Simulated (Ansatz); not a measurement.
## Electronic structure of Cl$_{3}$F$_{2}$Ta···F (doublet) in real space

```xyz
7

Ta    0.0516    0.0000   -0.1818
F     1.8777    0.0000   -0.6797
F     0.6474   -0.0001    1.6091
Cl   -0.3754    0.0002   -2.4908
Cl   -1.1361    1.9282    0.1619
Cl   -1.1361   -1.9282    0.1622
F     3.4010    0.0000    0.8791
```

Core potentials replace the inner electrons of Ta.

These are results of Ansatz 0.2.0, UKS PBE/def2-SVP, not measurements.

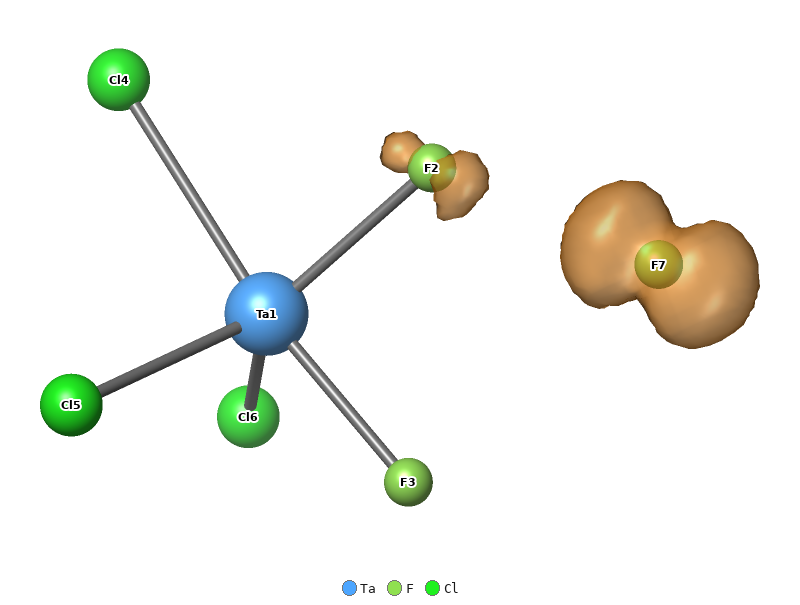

Figure 1. Isosurface of the spin density (α minus β) at +0.15 e/Å³ (orange), seen at a tilt.

Question: Describe the spin distribution.

Answer: The unpaired spin (1 electron) lies mostly on F7 (about 0.9) and F2 (about 0.1), in electrons by Hirshfeld's partition.

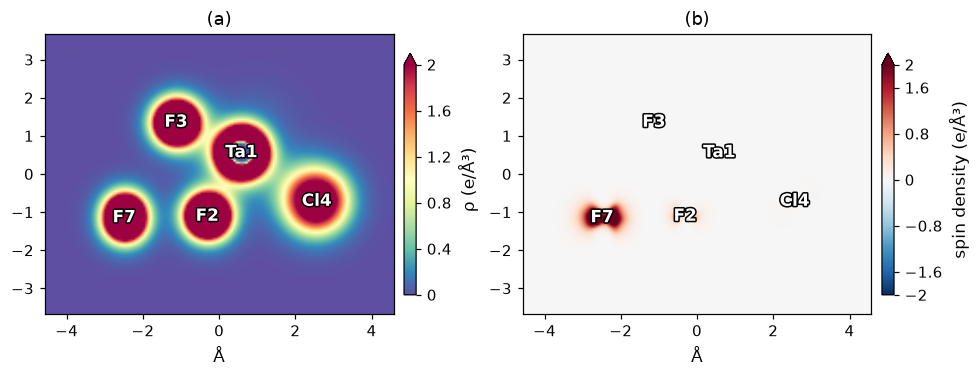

Figure 2. (a) electron density; (b) spin density (α minus β) on the plane of atoms F2, Ta1 and Cl4.

Question: Describe what can be read from this map.

Answer:
- Atoms in the plane: Ta, F and Cl.
- F2···F7 (2.18 Å): the density falls to about 0.21 e/Å³ on the way.
- Ta–F (1.89 Å): ρ at the midpoint is about 1 e/Å³.
- Ta–Cl (2.35 Å): ρ is about 0.6 e/Å³ halfway.

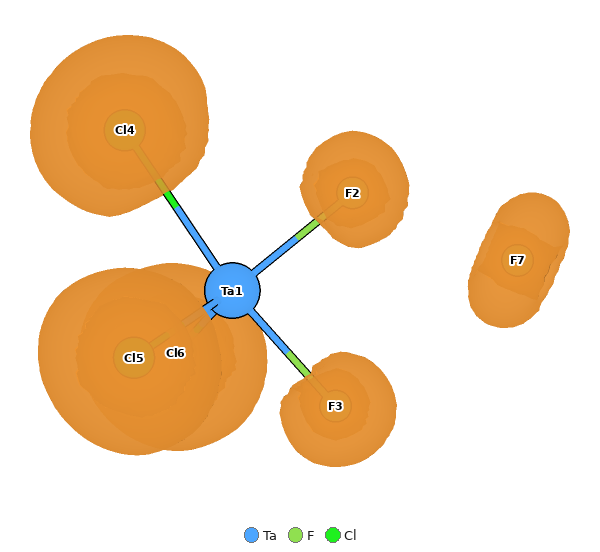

Figure 3. Isosurface of the electron localisation function at 0.8 (orange), seen across its widest extent. Core shells and regions of very low density are left out.

Question: Describe the localisation domains.

Answer: At this value the surface marks out three regions wrapped around Cl (the valence shell of each) and three regions wrapped around F (the valence shell of each). Along the contacts the grid gives the following. F2···F7 (2.18 Å): the ELF dips to about 0.05 between them. Ta–F (1.89 Å): the ELF peaks at about 0.85 in the valence shell of F, 0.5 Å from its nucleus, and drops to about 0.25 between the two atoms.

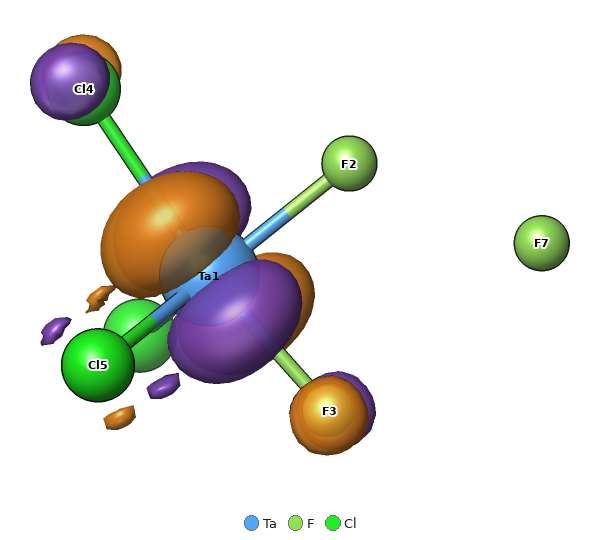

Figure 4. The LUMO (α) at ±0.2 Å⁻³ᐟ² (orange and purple are the two phases), seen across its widest extent.

Question: What is the character of this orbital?

Answer: Its weight (Hirshfeld) is mainly on Ta1 (about 65 %), Cl4 (about 10 %), F3 (about 10 %), Cl5 (about 5 %) and Cl6 (about 5 %). Its energy is −4.44 eV.
